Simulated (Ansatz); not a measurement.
# Br3HSi: rigid scan of one bond length

How does the energy of Br3HSi change as one bond is stretched? The task is a rigid scan of one bond length, for Br3HSi. SMILES: Br[SiH](Br)Br.

Program: the Python package of Ansatz 0.2.0. Level of theory: r2SCAN+D4/def2-SVP. These are calculated values, not measurements.

## 1. The system

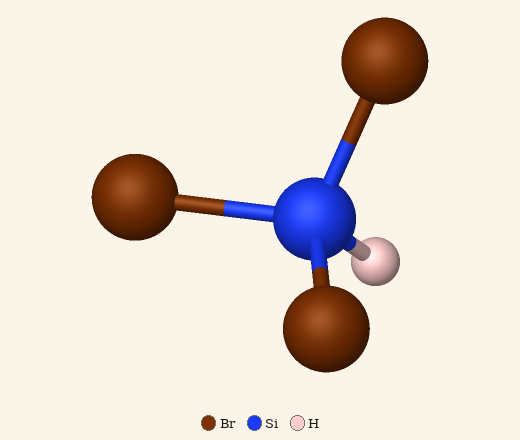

The structure that the script starts from, seen from a chosen angle (bromine brown, silicon blue, hydrogen pink).

No structure file is read: the coordinates are typed or built in the script.

## 2. The code

Input file run_scan.py:

```python
import ansatz as az
from ase import Atoms
import matplotlib.pyplot as plt
import numpy as np


def main() -> None:
    atoms = Atoms(["Br", "Si", "Br", "Br", "H"], positions=[
        [1.201, -1.2743, 1.3674],
        [-0.116, 0.0571, 0.0792],
        [1.1182, 1.5986, -0.8985],
        [-1.0026, -1.1656, -1.4826],
        [-1.1508, 0.7105, 0.8931],
    ])
    molecule = az.Crystal.molecule_from_ase(atoms)

    symbols = [site.symbol for site in molecule.cartesian_sites]
    start = np.array([site.position_ang for site in molecule.cartesian_sites])
    axis = (start[4] - start[1]) / np.linalg.norm(start[4] - start[1])
    moving = [4]
    lengths, energies = [1.293, 1.352, 1.411, 1.47, 1.529, 1.587, 1.646, 1.734], []
    for length in lengths:
        xyz = start.copy()
        xyz[moving] += (length - np.linalg.norm(start[4] - start[1])) * axis
        point = az.Crystal.molecule()
        for symbol, xyz in zip(symbols, xyz):
            point = point.atom(symbol, xyz.tolist())
        calculation = point.calculation()
        calculation = calculation.basis(gaussian="def2-SVP")
        calculation = calculation.functional("r2scan", dispersion="d4")
        r = calculation.run().report
        energies.append(r["free_energy_ev"])
        print(f"r = {length:6.3f} A  E = {energies[-1]:.5f} eV  <S^2> = {abs(r['mean_field']['state']['spin_squared']):.3f}")

    fit = np.polynomial.Polynomial.fit(lengths, np.array(energies) - min(energies), 4).convert()
    roots = [r.real for r in fit.deriv().roots() if abs(r.imag) < 1e-9 and fit.deriv(2)(r.real) > 0]
    r_e = min(roots, key=lambda r: abs(r - lengths[int(np.argmin(energies))]))
    print(f"minimum of the fit at {r_e:.4f} A, force constant {fit.deriv(2)(r_e):.2f} eV/A^2")
    plt.figure(figsize=(4.5, 3))
    plt.plot(lengths, np.array(energies) - min(energies), "o-")
    plt.xlabel("bond length (A)")
    plt.ylabel("E - E(min) (eV)")
    plt.tight_layout()
    plt.savefig("scan.png", dpi=100)


if __name__ == "__main__":
    main()
```

## 3. What the engine is handed

The engine receives this input (first run):

```yaml
crystal:
  periodic: [false, false, false]
  atoms:
    - { symbol: Br, position_ang: [1.201, -1.2743, 1.3674] }
    - { symbol: Si, position_ang: [-0.116, 0.0571, 0.0792] }
    - { symbol: Br, position_ang: [1.1182, 1.5986, -0.8985] }
    - { symbol: Br, position_ang: [-1.0026, -1.1656, -1.4826] }
    - { symbol: H, position_ang: [-1.0263541905331846, 0.6319216351897785, 0.795219787084421] }
basis:
  gaussian:
    orbitals: def2-SVP
hamiltonian:
  xc: r2scan
  dispersion: d4
```

## 4. Launch

The run is started by

```console
$ python run_scan.py
```

Standard output:

```text
r =  1.293 A  E = -218007.05556 eV  <S^2> = 0.000
r =  1.352 A  E = -218007.30344 eV  <S^2> = 0.000
r =  1.411 A  E = -218007.43831 eV  <S^2> = 0.000
r =  1.470 A  E = -218007.48494 eV  <S^2> = 0.000
r =  1.529 A  E = -218007.46343 eV  <S^2> = 0.000
r =  1.587 A  E = -218007.39159 eV  <S^2> = 0.000
r =  1.646 A  E = -218007.27981 eV  <S^2> = 0.000
r =  1.734 A  E = -218007.06214 eV  <S^2> = 0.000
minimum of the fit at 1.4782 A, force constant 18.84 eV/A^2
```

Wall time 66 s (1 thread of AMD EPYC 7R43 (Zen 3), shared host); peak memory 0.3 GiB.

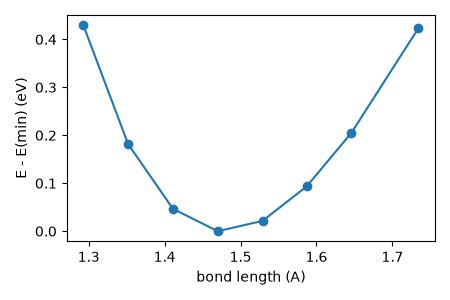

scan.png, as the script drew it.

## 5. What changed from run to run

The engine's inputs for some of the other runs:

Run 3, against run 1:

```diff
@@ -8 +8 @@
-    - { symbol: H, position_ang: [-1.0263541905331846, 0.6319216351897785, 0.795219787084421] }
+    - { symbol: H, position_ang: [-1.1094336912933669, 0.6843802221599207, 0.8605642069420867] }
```

Run 5, against run 1:

```diff
@@ -8 +8 @@
-    - { symbol: H, position_ang: [-1.0263541905331846, 0.6319216351897785, 0.795219787084421] }
+    - { symbol: H, position_ang: [-1.1925131920535492, 0.7368388091300628, 0.9259086267997523] }
```

Run 8, against run 1:

```diff
@@ -8 +8 @@
-    - { symbol: H, position_ang: [-1.0263541905331846, 0.6319216351897785, 0.795219787084421] }
+    - { symbol: H, position_ang: [-1.3368462230352218, 0.827974489883276, 1.039430712145697] }
```

Lines on the test bed's own set-up are left out of the output.

## 6. What each run gave

One row for each of the 8 runs:

| run | distance (Å) | energy from run 4 (eV) | SCF cycles | CPU time (s) |
| --- | --- | --- | --- | --- |
| 1 | 1.29 | 0.4294 | 16 | 8.3 |
| 2 | 1.35 | 0.1815 | 16 | 7.9 |
| 3 | 1.41 | 0.0466 | 16 | 7.8 |
| 4 | 1.47 | 0.0000 | 16 | 7.8 |
| 5 | 1.53 | 0.0215 | 16 | 9.2 |
| 6 | 1.59 | 0.0934 | 16 | 7.5 |
| 7 | 1.65 | 0.2051 | 16 | 7.8 |
| 8 | 1.73 | 0.4228 | 16 | 8 |

## 7. Results

```
                        quantity     value
bond length at the fit's minimum  1.4782 Å
                   runs compared         8
                 range of energy  0.429 eV
      lowest point, distance (Å)      1.47
```

The curve has its lowest point inside the range, at 1.47. The ends stand 0.429 and 0.423 eV above it. The distance scanned is the script's pair 1, 4. Caveats:
- The rest of the molecule is held rigid at a force-field or estimated start geometry, and the basis set is modest; single-reference methods fail as a bond breaks.
- The orbitals are restricted, so S² is zero by construction.
